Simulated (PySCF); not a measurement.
C3H8Ge (SMILES [H][Ge]([H])([H])[CH2]C=C)

```xyz
12

Ge   -0.0744   -0.7302   -1.6636
C    -0.0708   -0.7760    0.3079
C     0.5212    0.4619    0.8885
C    -0.1549    1.4304    1.5123
H     0.5043   -1.6691    0.6034
H    -1.1099   -0.9206    0.6428
H     1.6047    0.5826    0.7574
H    -1.2368    1.3631    1.6677
H     0.3484    2.3236    1.8904
H     1.3646   -0.5372   -2.1810
H    -0.9453    0.4418   -2.1514
H    -0.6356   -2.0531   -2.2233
```

Geometry: PBE0-D3(BJ)/def2-SVP.

Theory: CAM-B3LYP/def2-SVPD, SCF density, gas phase in PySCF.

Q: What can the converged electron density and electron localisation function tell about the bonding?

A: C–C (1.34 Å): the density is about 2.3 e/Å³ at the midpoint; the ELF peaks at about 0.95 between the atoms (a multiple bond).
C–H (1.09 Å): ρ is about 1.9 e/Å³ halfway; the ELF climbs to about 1 towards the hydrogen, as it does in any bond to H (an ordinary covalent bond to hydrogen).
C–C (1.49 Å): ρ at the midpoint is about 1.8 e/Å³; the ELF peaks at about 0.95 between the atoms (localised, covalent bonding).

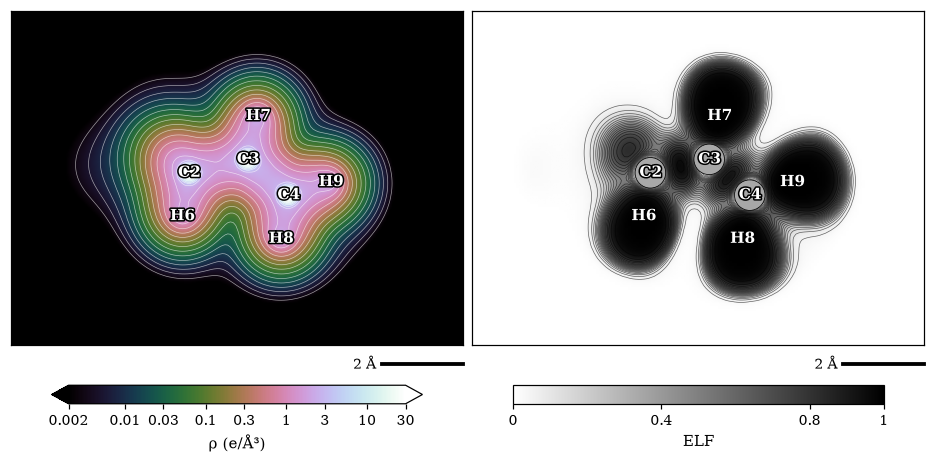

Computed electron density and electron localisation function on the plane of atoms C4, C3 and H7, in this order. Grey discs cover the atomic cores in the ELF map. 
